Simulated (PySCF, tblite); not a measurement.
# C₃H₁₀O₂Si₃: geometry, infrared bands and NMR shifts

Aim: predict the infrared bands and NMR shifts of C₃H₁₀O₂Si₃ (`C#CC[SiH2]O[SiH2]O[SiH3]`).

The runs use tblite 0.8.0 and PySCF 2.14.0, with density-fitted response routines of our own; the level of theory stands in each step. All values are computed, except where a source is named. Atoms are numbered from 0 throughout.

## (1) Starting geometry

18 atoms, charge 0, multiplicity 1; geometry from: force field or distance geometry start.

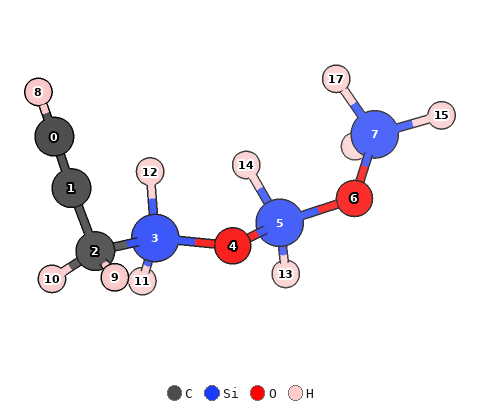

The starting geometry (carbon dark grey, silicon blue, oxygen red, hydrogen pink), atoms numbered; sticks join atoms by distance.

## (2) Geometry optimisation with GFN2-xTB

What the job is given:

```
{"job": {"kind": "relax", "xc": "GFN2-xTB", "basis": "xTB"}, "charge": 0, "multiplicity": 1}
C     -3.381600     2.349000    -0.039000
C     -3.204300     1.154500    -0.016500
C     -2.938100    -0.310000     0.050100
Si    -1.261500    -0.678100    -0.660900
O     -0.084700    -0.897200     0.587500
Si     1.410500    -1.031700    -0.286400
O      2.754700    -0.644800     0.702000
Si     3.869200     0.213300    -0.314500
H     -3.560800     3.393000    -0.057400
H     -3.040300    -0.610600     1.106400
H     -3.761600    -0.829200    -0.541600
H     -1.335100    -1.834700    -1.564100
H     -0.798400     0.479400    -1.446900
H      1.588300    -2.359000    -0.857200
H      1.315100     0.035500    -1.329400
H      5.166000     0.409100     0.314700
H      3.943200    -0.394700    -1.657500
H      3.310600     1.562600    -0.530700
```

The run is started by

```bash
$ OMP_NUM_THREADS=1 python probes_run.py task.json out
```

This one command runs all jobs of the session in turn.

**Question.** This job is followed by: GFN2-xTB harmonic vibrations, gas phase; GIAO PBE0/pcSseg-1 NMR shielding, non-relativistic, gas phase. Predict these results of the whole session: strongest single infrared mode (GFN2-xTB); zero-point energy (GFN2-xTB); 13C shifts against TMS (PBE0/pcSseg-1); 1H shifts against TMS (PBE0/pcSseg-1, means over atoms taken as alike); 29Si shifts against TMS (PBE0/pcSseg-1); 17O shifts against H2O (PBE0/pcSseg-1).

**Answer**, as computed:

```
                                                              quantity                             value
                             strongest single infrared mode (GFN2-xTB)              775 cm⁻¹, 637 km/mol
                                          zero-point energy (GFN2-xTB)                     70.0 kcal/mol
                                13C shifts against TMS (PBE0/pcSseg-1)               81.4, 74.0, 7.7 ppm
1H shifts against TMS (PBE0/pcSseg-1, means over atoms taken as alike)  5.26, 5.21, 4.86, 2.28, 1.24 ppm
                               29Si shifts against TMS (PBE0/pcSseg-1)           -27.6, -44.1, -45.9 ppm
                                17O shifts against H2O (PBE0/pcSseg-1)                    67.3, 41.1 ppm
```

**Reading.** The optimisation took 290 steps and gained 1.905 eV; among the close pairs (by a distance rule), O4–Si5 changed most, from 1.737 to 1.617 Å. All 48 modes are real, so the xTB geometry is a minimum. GFN2-xTB is a fitted tight-binding method: band positions and strengths are rough. Its intensities can rank the bands wrongly. At PBE0/pcSseg-1: The largest span, 285 ppm, is at C1, where the paramagnetic term is -155 ppm.
